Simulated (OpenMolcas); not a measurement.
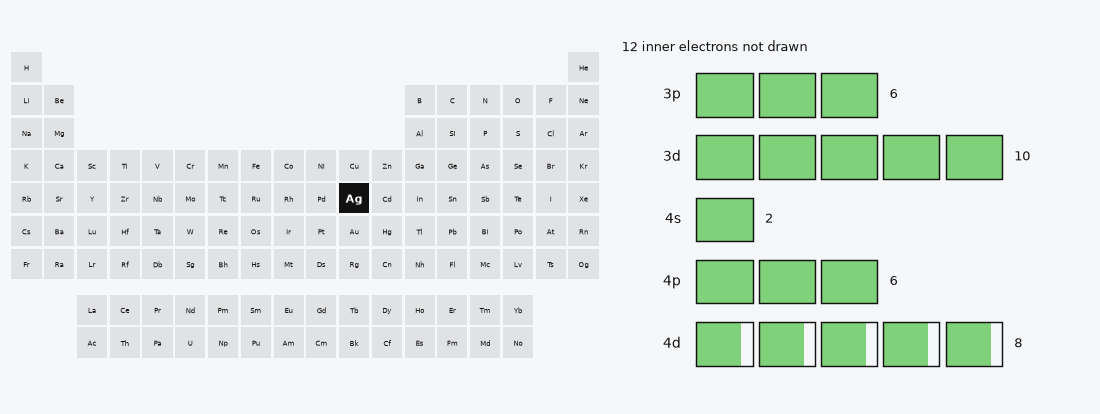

**Figure 1.** Left, the place of silver in the periodic table; right, the outer shells of the leading configuration of the lowest level: a box for each of the 2l + 1 orbitals, shaded by the share of the shell that is filled, with the electron count at the right.

Multiconfigurational calculation for Ag³⁺ complex (part 1 of 2)

Ag³⁺ with 8 ligands (F; cube, 2.251 Å), embedded in CaF2 by model potentials and point charges, whose field is part of the energies. Computed at this level: state-averaged CASSCF, active space 8 electrons in the shell 4d, basis ANO-RCC-VTZP on the metal and ANO-RCC-VDZP on the ligands, DKH2 scalar Hamiltonian, spin-orbit coupling by RASSI with atomic mean-field integrals (OpenMolcas).

## Log (extracts)
```
--- SEWARD ---
Basis set label: AG.ANO-RCC...7S6P4D2F1G.

      Electronic valence basis set:
      ------------------
      Associated Effective Charge  47.000000 au
      Associated Actual Charge     47.000000 au
      Nuclear Model: Point charge

      Shell  nPrim  nBasis  Cartesian Spherical Contaminant
         s      21       7        X
         p      18       6        X
         d      13       4                 X
         f       6       2                 X
         g       4       1                 X
                  Relativistic Douglas-Kroll-Hess integrals:
                    - DKH order of Hamiltonian: 2
                    - DKH order of Properties : 0
                  Atomic mean-field integrals
--- RASSCF ---
Wave function specifications:
      -----------------------------

      Number of closed shell electrons         116
      Number of electrons in active shells       8
      Max number of holes in RAS1 space          0
      Max nr of electrons in RAS3 space          0
      Number of inactive orbitals               58
      Number of active orbitals                  5
      Number of secondary orbitals             117
      Spin quantum number                      1.0
      State symmetry                             1
Orbital specifications:
      -----------------------

      Symmetry species                           1   2
                                                ag  au
      Frozen orbitals                            0   0
      Inactive orbitals                         29  29
      Active orbitals                            5   0
      RAS1 orbitals                              0   0
      RAS2 orbitals                              5   0
      RAS3 orbitals                              0   0
      Secondary orbitals                        58  59
      Deleted orbitals                           0   0
      Number of basis functions                 92  88
      Number of CSFs                            10
      Number of root(s) required                10
      Iter CI   SX   CI       RASSCF       Energy    max ROT     max BLB   max BLB  Level Ln srch  Step   QN
          iter iter root      energy       change     param      element    value   shift minimum  type update
 Nr of preliminary CI iterations:   1
      Total energies have been shifted. Add                -6000.00 au
        1   1   11    0  -108.78998278    0.00E+00  -6.63E-02   33  39 1  4.60E-01*  1.64   0.00    SX    NO
        2   1   12    0  -109.63449975   -8.45E-01*  3.04E-02   33  39 1  1.12E-01*  1.32   0.00    SX    NO
        3   1   11    0  -109.77971989   -1.45E-01*  2.37E-02   30  51 1  4.15E-02*  1.19   0.00    SX    NO
        4   1   11    0  -109.81237379   -3.27E-02*  1.66E-02   12  35 1  1.99E-02*  1.13   0.00    SX    NO
        5   1   11    0  -109.82493417   -1.26E-02*  1.93E-02   12  35 1  1.27E-02*  1.10   2.50    LS   YES
        6   1   10    0  -109.83265030   -7.72E-03* -1.23E-02   34  40 1 -1.59E-02*  1.06   1.48    QN   YES
        7   1   10    0  -109.83549566   -2.85E-03* -7.90E-03   34  40 1 -1.09E-02*  1.04   1.71    LS   YES
        8   1   10    0  -109.83608259   -5.87E-04* -3.85E-03   32  53 1 -8.28E-03*  1.03   1.11    QN   YES
        9   1   10    0  -109.83681838   -7.36E-04* -3.53E-03   34  40 1 -3.10E-03*  1.03   1.95    LS   YES
       10   1   10    0  -109.83704688   -2.29E-04* -2.11E-03    7  50 2 -2.81E-03*  1.03   1.04    QN   YES
       11   1    9    0  -109.83716906   -1.22E-04* -3.02E-03   32  53 1  1.90E-03*  1.03   2.48    LS   YES
       12   1    9    0  -109.83723643   -6.74E-05* -1.34E-03    9  39 2 -2.09E-03*  1.02   1.03    QN   YES
       13   1    8    0  -109.83726407   -2.76E-05* -8.15E-04    7  50 2  8.60E-04*  1.02   1.62    LS   YES
       14   1    8    0  -109.83726876   -4.69E-06* -1.83E-04    9  56 1  8.96E-04*  1.02   1.01    QN   YES
       15   1    8    0  -109.83727188   -3.12E-06* -1.00E-04    7  54 1 -2.43E-04*  1.02   1.55    LS   YES
       16   1    8    0  -109.83727233   -4.46E-07*  1.12E-04    7  50 2 -4.31E-04*  1.02   1.00    QN   YES
       17   1    7    0  -109.83727271   -3.88E-07* -8.24E-05    4  51 1  9.71E-05   1.02   1.37    QN   YES
       18   1    6    0  -109.83727283   -1.19E-07* -4.19E-05   30  36 1  3.44E-05   1.02   1.27    QN   YES
       19   1    6    0  -109.83727285   -2.22E-08*  3.44E-05    7  50 2  2.96E-05   1.02   1.52    QN   YES
       20   1    5    0  -109.83727286   -8.37E-09   1.79E-05    9  39 2 -8.79E-06   1.02   1.37    QN   YES
      Convergence after 20 iterations
       21   1    5    0  -109.83727286   -2.21E-09   1.79E-05    5  37 1  4.21E-06   1.02   1.37    QN   YES
      Natural orbitals and occupation numbers for root  1
      sym 1:   1.947773   1.052227   2.000000   1.052227   1.947773
      Natural orbitals and occupation numbers for root  2
      sym 1:   1.033683   1.033683   2.000000   1.966317   1.966317
      Natural orbitals and occupation numbers for root  3
      sym 1:   1.033969   1.966031   1.966031   1.033969   2.000000
::    RASSCF root number  1 Total energy:  -6109.88478081
::    RASSCF root number  2 Total energy:  -6109.88478081
::    RASSCF root number  3 Total energy:  -6109.88478081
::    RASSCF root number  4 Total energy:  -6109.84545238
::    RASSCF root number  5 Total energy:  -6109.84545238
::    RASSCF root number  6 Total energy:  -6109.84545238
::    RASSCF root number  7 Total energy:  -6109.79880583
::    RASSCF root number  8 Total energy:  -6109.79440775
::    RASSCF root number  9 Total energy:  -6109.79440775
::    RASSCF root number 10 Total energy:  -6109.79440775
--- RASSCF ---
Wave function specifications:
      -----------------------------

      Number of closed shell electrons         116
      Number of electrons in active shells       8
      Max number of holes in RAS1 space          0
      Max nr of electrons in RAS3 space          0
      Number of inactive orbitals               58
      Number of active orbitals                  5
      Number of secondary orbitals             117
      Spin quantum number                      0.0
      State symmetry                             1
Orbital specifications:
      -----------------------

      Symmetry species                           1   2
                                                ag  au
      Frozen orbitals                            0   0
      Inactive orbitals                         29  29
      Active orbitals                            5   0
      RAS1 orbitals                              0   0
      RAS2 orbitals                              5   0
      RAS3 orbitals                              0   0
      Secondary orbitals                        58  59
      Deleted orbitals                           0   0
      Number of basis functions                 92  88
      Number of CSFs                            15
      Number of root(s) required                15
      Iter CI   SX   CI       RASSCF       Energy    max ROT     max BLB   max BLB  Level Ln srch  Step   QN
          iter iter root      energy       change     param      element    value   shift minimum  type update
 Nr of preliminary CI iterations:   1
      Total energies have been shifted. Add                -6000.00 au
        1   1    9    0  -109.77793232    0.00E+00   1.22E-02   32  38 1 -7.76E-03*  1.07   0.00    SX    NO
        2   1    9    0  -109.77861685   -6.85E-04*  1.01E-02   32  38 1 -5.64E-03*  1.06   0.00    SX    NO
        3   1    9    0  -109.77904181   -4.25E-04* -8.42E-03   32  38 1 -4.02E-03*  1.06   0.00    SX    NO
        4   1    9    0  -109.77931785   -2.76E-04* -7.06E-03   23  32 1 -3.08E-03*  1.05   0.00    SX    NO
        5   1    9    0  -109.77949996   -1.82E-04* -1.01E-02   23  32 1 -2.59E-03*  1.05   2.50    LS   YES
        6   1    9    0  -109.77969679   -1.97E-04* -1.43E-02   23  32 1 -1.87E-03*  1.05   2.50    LS   YES
        7   1    8    0  -109.77984383   -1.47E-04* -7.55E-03   21  35 1  1.58E-03*  1.04   1.46    QN   YES
        8   1    8    0  -109.77986767   -2.38E-05*  2.34E-03   21  35 1  1.04E-03*  1.04   1.22    QN   YES
        9   1    7    0  -109.77987285   -5.18E-06*  2.73E-03   21  35 1  5.66E-04*  1.04   2.17    LS   YES
       10   1    7    0  -109.77987500   -2.14E-06*  1.04E-03   18  31 1 -2.01E-04*  1.04   1.01    QN   YES
       11   1    7    0  -109.77987718   -2.18E-06*  7.78E-04   19  39 2 -1.75E-04*  1.04   1.75    LS   YES
       12   1    7    0  -109.77987767   -4.94E-07*  2.30E-04   21  35 1 -2.82E-04*  1.04   1.00    QN   YES
       13   1    7    0  -109.77987789   -2.11E-07*  2.28E-04   21  35 1 -1.95E-04*  1.04   1.99    LS   YES
       14   1    7    0  -109.77987795   -6.79E-08* -1.87E-04   32  38 1 -1.51E-04*  1.04   0.98    QN   YES
       15   1    6    0  -109.77987802   -6.24E-08*  4.28E-05   21  35 1 -6.33E-05   1.04   1.14    QN   YES
       16   1    5    0  -109.77987802   -6.80E-09  -2.28E-05   21  35 1 -3.43E-05   1.04   1.73    QN   YES
      Convergence after 16 iterations
       17   1    5    0  -109.77987802   -2.54E-09  -2.28E-05   32  38 1  6.44E-06   1.04   1.73    QN   YES
      Natural orbitals and occupation numbers for root  1
      sym 1:   1.960490   0.837590   1.226689   1.987616   1.987616
      Natural orbitals and occupation numbers for root  2
      sym 1:   0.722689   1.987616   1.456490   1.845590   1.987616
      Natural orbitals and occupation numbers for root  3
      sym 1:   1.909166   1.141842   0.997929   1.951094   1.999969
::    RASSCF root number  1 Total energy:  -6109.83645299
::    RASSCF root number  2 Total energy:  -6109.83645299
::    RASSCF root number  3 Total energy:  -6109.82685075
::    RASSCF root number  4 Total energy:  -6109.82685075
::    RASSCF root number  5 Total energy:  -6109.82685075
::    RASSCF root number  6 Total energy:  -6109.78276829
::    RASSCF root number  7 Total energy:  -6109.78276829
::    RASSCF root number  8 Total energy:  -6109.78276829
::    RASSCF root number  9 Total energy:  -6109.77788477
::    RASSCF root number 10 Total energy:  -6109.77230230
::    RASSCF root number 11 Total energy:  -6109.77230230
::    RASSCF root number 12 Total energy:  -6109.77230230
::    RASSCF root number 13 Total energy:  -6109.72923065
::    RASSCF root number 14 Total energy:  -6109.72923065
::    RASSCF root number 15 Total energy:  -6109.64315430
```

(Continued in part 2.) Outcome of the run: converged.
